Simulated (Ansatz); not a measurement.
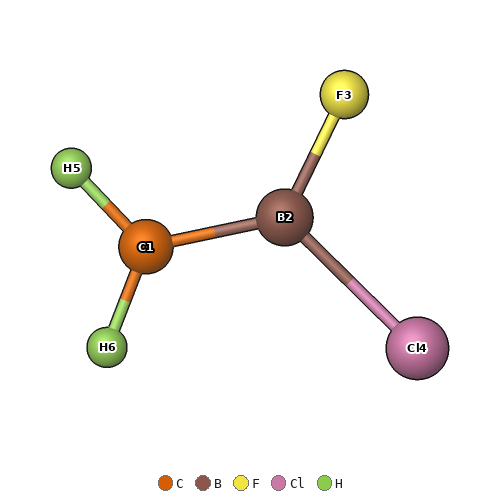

The system is CH₂BClF, SMILES [CH2-]B(F)Cl, charge −1; the picture shows the reference structure. Coordinates scanned: (1) angle H5–C1–B2; (2) dihedral H5–C1–B2–F3. Nothing is relaxed (all other coordinates rigid). The grid has 13 × 12 points; 91 points were computed and 65 follow by symmetry. Energies: kcal/mol, counted from the lowest grid point. The calculation used RKS CAM-B3LYP-D4/def2-SVPD in Ansatz 0.2.0.

Its coordinates:

```yaml
atoms:
  - { symbol: C, position_ang: [-0.0084, 0.8385, 0.0478] }
  - { symbol: B, position_ang: [0.1277, -0.5882, 0.0176] }
  - { symbol: F, position_ang: [1.2088, -1.3454, 0.4245] }
  - { symbol: Cl, position_ang: [-1.2154, -1.7488, -0.6166] }
  - { symbol: H, position_ang: [0.7919, 1.4847, 0.4228] }
  - { symbol: H, position_ang: [-0.9046, 1.3592, -0.2961] }
```

Range: angle H5–C1–B2 from 96.7 to 146.7°; dihedral H5–C1–B2–F3 from −180 to 150°.

> What landscape does the calculation give?

The lowest grid point is at angle H5–C1–B2 = 121.7°, dihedral H5–C1–B2–F3 = 0°; the map holds 2 wells of about this depth. The highest grid point, angle H5–C1–B2 = 96.7°, dihedral H5–C1–B2–F3 = −90°, lies 45.5 kcal/mol above the lowest. On the interpolated surface the easiest way out of the lowest well to a well of about the same depth near angle H5–C1–B2 = 121.7°, dihedral H5–C1–B2–F3 = −180° passes a barrier of about 36 kcal/mol. Round the minimum the two coordinates are nearly uncoupled.

```tsv
dihedral H5–C1–B2–F3 ↓, angle H5–C1–B2 →	96.7	100.9	105.0	109.2	113.4	117.5	121.7	125.9	130.0	134.2	138.4	142.5	146.7
150	17.9	14.5	11.8	9.6	8.0	7.0	6.6	6.8	7.6	9.0	10.9	13.4	16.6
120	34.0	30.8	28.3	26.3	24.7	23.8	23.4	23.5	24.2	25.4	27.2	29.5	32.4
90	45.5	42.8	40.5	38.7	37.4	36.6	36.2	36.4	37.0	38.2	39.9	42.0	44.6
60	33.4	30.4	28.0	26.0	24.6	23.7	23.3	23.5	24.2	25.5	27.3	29.6	32.5
30	17.0	13.8	11.3	9.3	7.8	6.9	6.6	6.9	7.7	9.1	11.1	13.6	16.7
0	10.4	7.2	4.6	2.6	1.1	0.3	0.0	0.3	1.2	2.6	4.7	7.3	10.6
−30	17.0	13.8	11.3	9.3	7.8	6.9	6.6	6.9	7.7	9.1	11.1	13.6	16.7
−60	33.4	30.4	28.0	26.0	24.6	23.7	23.3	23.5	24.2	25.5	27.3	29.6	32.5
−90	45.5	42.8	40.5	38.7	37.4	36.6	36.2	36.4	37.0	38.2	39.9	42.0	44.6
−120	34.0	30.8	28.3	26.3	24.7	23.8	23.4	23.5	24.2	25.4	27.2	29.5	32.4
−150	17.9	14.5	11.8	9.6	8.0	7.0	6.6	6.8	7.6	9.0	10.9	13.4	16.6
−180	11.4	8.0	5.2	3.0	1.4	0.4	0.0	0.3	1.1	2.5	4.5	7.1	10.3
```

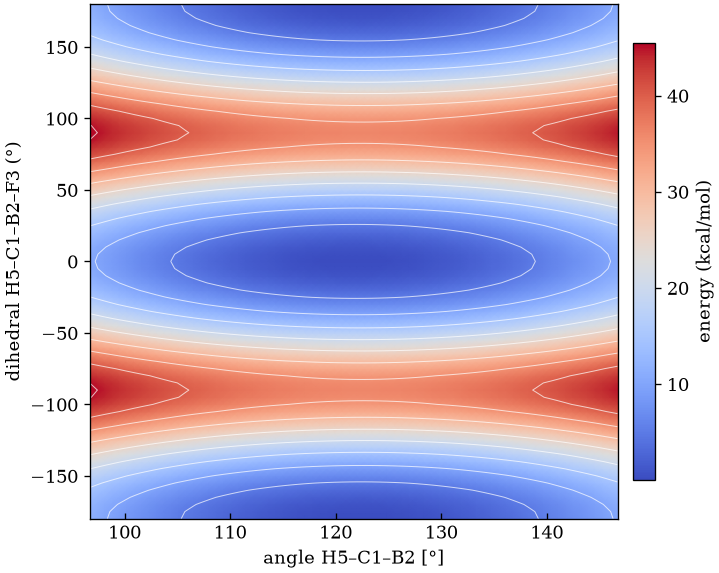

The picture shows a smooth colour map with a few white contour lines. Between grid points the surface is interpolated.

Each point was launched as `ansatz run input.yaml --threads 1 --pin off --max-ram 2560MiB --backend cpu --events-out ev --progress --plain --runs-dir out`. Time for the 91 points that were run: 6.3 min on 1 thread of Arm Neoverse V1, on a shared host.
